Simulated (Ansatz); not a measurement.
```xyz
11

N    -2.9194    1.6028    0.7344
C    -1.8674    1.4738    0.2825
Si   -0.1746    1.2313   -0.4546
N     0.1978   -0.4212   -0.6674
Si    0.9466   -1.4985    0.4695
H    -0.2148    1.9415   -1.7517
H     0.7703    1.8435    0.5017
H    -0.1835   -0.8500   -1.5000
H    -0.0157   -2.4900    1.0169
H     1.4676   -0.6490    1.5683
H     2.0584   -2.2410   -0.1790
```

Geometry: PBE0-D4/def2-TZVP.

Method: RKS PBE0-D4/def2-TZVPP in Ansatz 0.2.0.

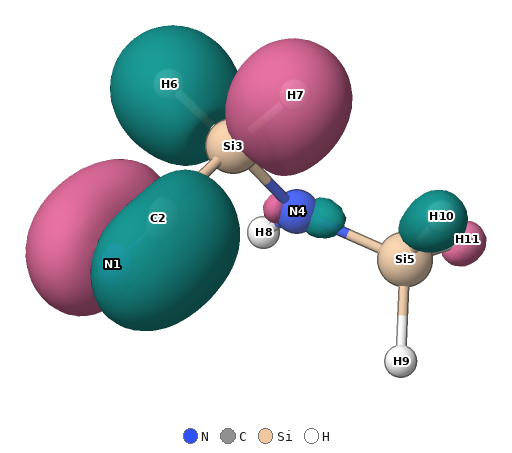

CH$_{6}$N$_{2}$Si$_{2}$ (SMILES N#C[SiH2]N[SiH3]). The HOMO−1 at ±0.1 Å⁻³ᐟ² (teal and pink are the two phases), seen at an oblique angle.

> Where does this orbital lie, and at what energy?

By Hirshfeld shares it lies mainly on N1 (about 35 %), C2 (about 25 %), Si3 (about 15 %), H6 (about 10 %) and H7 (about 10 %). Its energy is −9.59 eV.
